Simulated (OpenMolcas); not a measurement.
**BH2ClO (SMILES OBCl) at 6 levels**

Aim: a comparison of 6 runs (HF/STO-3G, BLYP/def2-SVPD, M06-2X/def2-SVPD, SVWN5/def2-SVPD, revPBE/def2-SVPD, CCSD(T)/def2-SVPD) of BH2ClO. 

The calculation is run with OpenMolcas 26.06.

1 further run of the same task is left out (set aside as unsound or not needed).

## 1. Starting point

BH2ClO: 5 atoms, total charge 0, spin state singlet. SMILES: `OBCl`. The B2–H5 distance was set to 1.783 Å, away from the relaxed value. At this shape a bond of the SMILES string is far longer than usual.

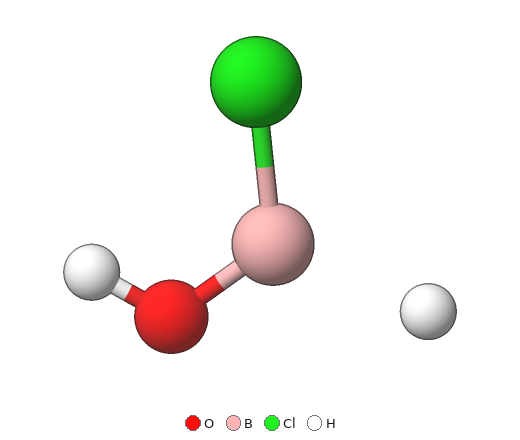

Viewed from a chosen angle; oxygen red, boron pink, chlorine green, hydrogen white.

## 2. A single-point energy at HF/STO-3G (run 1)

File run.inp:

```
&gateway
  baslib
  $CurrDir
  coord
  5
  angstrom
  O       -1.285480      -0.279626      -0.248268
  B       -0.043180       0.201774      -0.107468
  Cl       0.366420       1.834974      -0.640668
  H       -1.899880       0.340174      -0.655068
  H        1.223300      -0.815100       0.628600
  basis
  STO-3G
  group
  NoSym

&seward

&scf
  thresholds
  1e-10 1e-07 1e-07 1e-05
  prorbitals
  1 1
```

The basis set STO-3G is read from a file made from the Basis Set Exchange's data (not shown).

The run is started by

```
$ export MOLCAS_MEM=1860
$ pymolcas run.inp > run.log
```

Output:

```text
--- Start Module: gateway ---
[...]
--- Stop Module: gateway /rc=_RC_ALL_IS_WELL_ ---
--- Start Module: seward ---
[...]
      Basis functions           21
--- Stop Module: seward /rc=_RC_ALL_IS_WELL_ ---
--- Start Module: scf ---
[...]
       Convergence after  12 Iterations
[...]
::    Total SCF energy                               -553.9231701324
[...]
      Total spin, S                                     0.0000000000
[...]
      Total electronic charge=   32.000000
      Total            charge=   -0.000000
[...]
      Dipole Moment (debye):
      Origin of the operator (angstrom)=   -0.1392    0.9601   -0.4311
                   X= -1.7022E+00               Y= -4.8852E-01               Z= -2.5996E-01           Total=  1.7899E+00
      Quadrupole Moment (debye*angstrom):
[...]
--- Stop Module: scf /rc=_RC_ALL_IS_WELL_ ---
[...]
```

Run time: 1.5 s. Hardware: 1 thread of Arm Neoverse V2, shared host; peak memory 0.37 GiB.

## 3. A single-point energy at BLYP/def2-SVPD (run 2)

File test.inp:

```
&GATEWAY
BasLib=$CurrDir
Coord
5
angstrom
O       -1.285480      -0.279626      -0.248268
B       -0.043180       0.201774      -0.107468
Cl       0.366420       1.834974      -0.640668
H       -1.899880       0.340174      -0.655068
H        1.223300      -0.815100       0.628600
Basis=def2-SVPD
Group=NoSym
&SEWARD
GridInput
Grid=UltraFine
End of Grid
&SCF
KSDFT=BLYP
Thresholds=1e-10 1e-07 1e-07 1e-05
PrOrbitals=1 1
```

The basis set def2-SVPD is read from a file made from the Basis Set Exchange's data (not shown).

The run is started by

```
$ export MOLCAS_MEM=1860
$ pymolcas test.inp > test.log
```

Output:

```text
--- Start Module: gateway ---
[...]
--- Stop Module: gateway /rc=_RC_ALL_IS_WELL_ ---
--- Start Module: seward ---
[...]
      Basis functions           86
--- Stop Module: seward /rc=_RC_ALL_IS_WELL_ ---
[...]
--- Start Module: scf ---
[...]
       Convergence after  16 Iterations
[...]
::    Total KS-DFT energy                            -561.2668179978
[...]
      Total spin, S                                     0.0000000000
[...]
      Total electronic charge=   32.000000
      Total            charge=   -0.000000
[...]
      Dipole Moment (debye):
      Origin of the operator (angstrom)=   -0.1392    0.9601   -0.4311
                   X= -1.5524E+00               Y=  7.7850E-01               Z= -7.1828E-01           Total=  1.8793E+00
      Quadrupole Moment (debye*angstrom):
[...]
--- Stop Module: scf /rc=_RC_ALL_IS_WELL_ ---
[...]
```

Run time: 20 s. Hardware: 1 thread of Arm Neoverse V2, shared host; peak memory 0.47 GiB.

Runs 3 to 5 aren't shown in full; the table further down has their settings and results.

## 4. A single-point energy at CCSD(T)/def2-SVPD (run 6)

File run.input:

```
* BClH2O CCSD(T)
>>> EXPORT MOLCAS_PRINT=2

&gateway
  baslib=$CurrDir
  coord
  5
  angstrom
  O       -1.285480      -0.279626      -0.248268
  B       -0.043180       0.201774      -0.107468
  Cl       0.366420       1.834974      -0.640668
  H       -1.899880       0.340174      -0.655068
  H        1.223300      -0.815100       0.628600
  basis=def2-SVPD
  group=NoSym

&seward

&scf
  thresholds=1e-10 1e-07 1e-07 1e-05
  prorbitals=1 1

&rasscf
  fileorb=$Project.ScfOrb
  spin=1
  nactel=0 0 0
  inactive=16
  ras2=0
  outorbitals=Canonical
  orblisting=Nothing

&motra
  jobiph
  frozen=7

&ccsdt
  cct
  triples=2
  iterations=80
  accuracy=1e-08
  extrapolation=5 4
```

The basis set def2-SVPD is read from a file made from the Basis Set Exchange's data (not shown).

The run is started by

```
$ export MOLCAS_MEM=1860
$ pymolcas run.input > run.log
```

Output:

```text
--- Start Module: gateway ---
[...]
--- Stop Module: gateway /rc=_RC_ALL_IS_WELL_ ---
[...]
      Basis functions           86
[...]
       Convergence after  13 Iterations
[...]
::    Total SCF energy                               -560.0208008612
[...]
      Total spin, S                                     0.0000000000
[...]
      Number of active orbitals                  0
[...]
      Spin quantum number                      0.0
[...]
      Active orbitals                            0
[...]
      Number of CSFs                             1
[...]
      Number of root(s) required                 1
[...]
      Convergence after  4 iterations
[...]
      Natural orbitals and occupation numbers for root  1
      ************************************************************************************************************************
      *                                                    Final results                                                     *
      ************************************************************************************************************************
[...]
::    RASSCF root number  1 Total energy:   -560.02080086
[...]
      Total electronic charge=   32.000000
      Total            charge=   -0.000000
[...]
      Dipole Moment (debye):
      Origin of the operator (angstrom)=   -0.1392    0.9601   -0.4311
                   X= -1.5022E+00               Y=  8.0538E-01               Z= -7.1546E-01           Total=  1.8485E+00
      Quadrupole Moment (debye*angstrom):
[...]
--- Start Module: motra ---
[...]
      *** WARNING: Default frozen orbitals is overwritten by user input.
      *** Default values:   7
[...]
--- Stop Module: motra /rc=_RC_ALL_IS_WELL_ ---
[...]
--- Start Module: ccsdt ---
[...]
      Convergence after                    16  Iterations
      Total energy (diff) :    -560.48186379      -0.00000001
[...]
 METHOD                       : CCSD+T(CCSD)+<T3(1)WT1> = CCSD(T)
[...]
       CCSD     =      -560.4818637863066
[...]
--- Stop Module: ccsdt /rc=_RC_ALL_IS_WELL_ ---
[...]
```

Run time: 32 s. Hardware: 1 thread of Arm Neoverse V2, shared host; peak memory 0.47 GiB.

## 5. The series

| run | level | integration grid | frozen core orbitals | energy (Eh) | dipole moment (D) of the reference | HOMO energy (eV) | LUMO energy (eV) | wall time |
| --- | --- | --- | --- | --- | --- | --- | --- | --- |
| 1 | HF/STO-3G | – | – | -553.923170 | 1.79 | -9.20 | 7.44 | 1.5 s |
| 2 | BLYP/def2-SVPD | UltraFine | – | -561.266818 | 1.88 | -7.09 | -1.59 | 20 s |
| 3 | M06-2X/def2-SVPD | UltraFine | – | -561.237196 | 1.78 | -9.53 | 0.13 | 31 s |
| 4 | SVWN5/def2-SVPD | UltraFine | – | -558.988026 | 1.79 | -7.22 | -1.96 | 13 s |
| 5 | revPBE/def2-SVPD | UltraFine | – | -561.181166 | 1.88 | -7.17 | -1.65 | 20 s |
| 6 | CCSD(T)/def2-SVPD | – | 7 | -560.495993 | 1.85 | -11.29 | 1.74 | 32 s |

## 6. Summary of results

| quantity | value |
| --- | --- |
| run 6: total energy | -560.49599 Eh |
| run 6: dipole moment (mean-field density) | 1.85 D |
| run 6: HOMO energy (Hartree–Fock orbitals) | -11.29 eV |
| run 6: LUMO energy (Hartree–Fock orbitals) | 1.74 eV |
| run 6: HOMO–LUMO gap (Hartree–Fock orbitals) | 13.04 eV |
| run 6: correlation energy (7 core orbitals frozen) | -475.2 mEh |
| run 6: (T) correction | -14.13 mEh |

Over runs 1, 2, 3, 4, 5 the dipole moment (its size) runs from 1.78 D (M06-2X/def2-SVPD) to 1.88 D (revPBE/def2-SVPD). Over runs 1, 2, 3, 4, 5 the HOMO–LUMO gap runs from 5.27 eV (SVWN5/def2-SVPD) to 16.64 eV (HF/STO-3G). The two ends differ in method and basis. Totals of different functionals can't be ranked against each other. In run 1 the basis is minimal, so the values are rough. All runs together took 2 min, the longest 32 s.
